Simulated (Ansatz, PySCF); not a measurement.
Pulling on the Ge1–H3 bond in GeH3I (SMILES [GeH3][I]) (multiplicity 1 held, fragments rigid). Energies count from the point at 1.533 Å.
Geometry at that point (charge 0, multiplicity 1):
```csv
atom,x (Å),y (Å),z (Å)
Ge,-1.5135,-0.0284,0.0000
I,1.0256,0.0192,0.0000
H,-1.9518,-1.2672,-0.7897
H,-1.9736,-0.1057,1.4603
H,-1.9992,1.2618,-0.6708
```

R- and RO- levels are restricted; in cc, def2 and unpolarised 6-31G sets they are followed outwards from rest. U- levels take the lowest unrestricted solution at each point, which mixes spins at long bonds. Active spaces are followed from a long bond inwards. Left out are points that failed, MP2 points in a non-variational dive below the minimum, coupled-cluster points behind a sign of a changed root (a jump of the amplitudes, or a one-step jump against full CI or MRCI), small-basis points behind a change of solution, and semi-empirical points at long bonds. Curves can end on different states.

Correlated levels freeze the cores. Filled d and f shells under p-block atoms count as core. Rows in LANL2DZ carry no dispersion term and start afresh at each structure. LANL2DZ brings its own core potentials from Na on.

Programs: Ansatz (a program for electronic structure) with Gaussian orbitals; PySCF for LANL2DZ rows. Each number belongs to the level named beside it. In def2 rows elements past Kr take small-core potentials, without spin–orbit coupling.

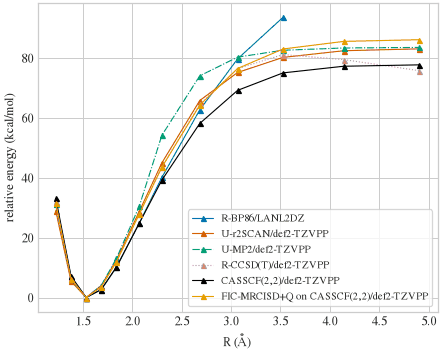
*Relative energy along the coordinate*

Read off the U-MP2/def2-TZVPP curve at R = 2.300.

about 54 kcal/mol

Doubts at one or more of the structures used: a spin-contaminated determinant (U-r2SCAN/def2-TZVPP, U-MP2/def2-TZVPP); a restricted determinant that unrestricted orbitals would lower (R-CCSD(T)/def2-TZVPP); other coupled-cluster roots lie near (R-CCSD(T)/def2-TZVPP); T1 above 0.05 (R-CCSD(T)/def2-TZVPP).
